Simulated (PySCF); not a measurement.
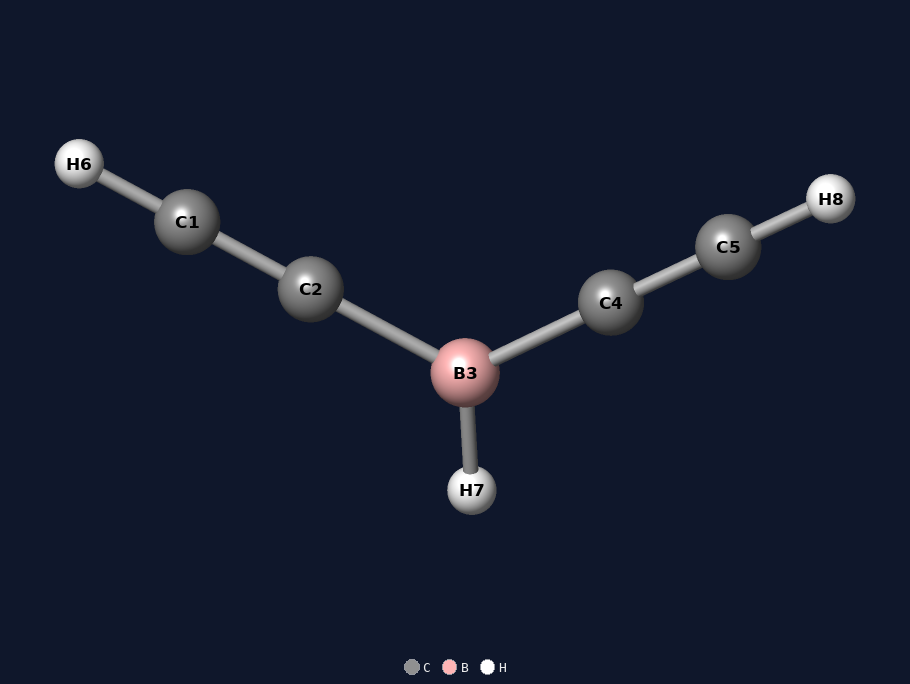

The computed structure is the end point of a GFN2-xTB optimisation. No frequency run is at hand to confirm it as a minimum. Method: delta-SCF UKS SCAN, pcX-2 on the ionised atom, pcseg-1 elsewhere, spin-free X2C (PySCF 2.14.0).

Give the core-electron binding energies (to vacuum) of C1 1s, C2 1s, B3 1s.

| atom | level | binding energy (eV) |
| --- | --- | --- |
| C1 | 1s | 290.7 |
| C2 | 1s | 290.5 |
| B3 | 1s | 196.3 |

The geometry is semi-empirical. Around B such bond lengths and angles can be off by a tenth of an ångström or more and by several degrees, and values that hang on the shape move with them.
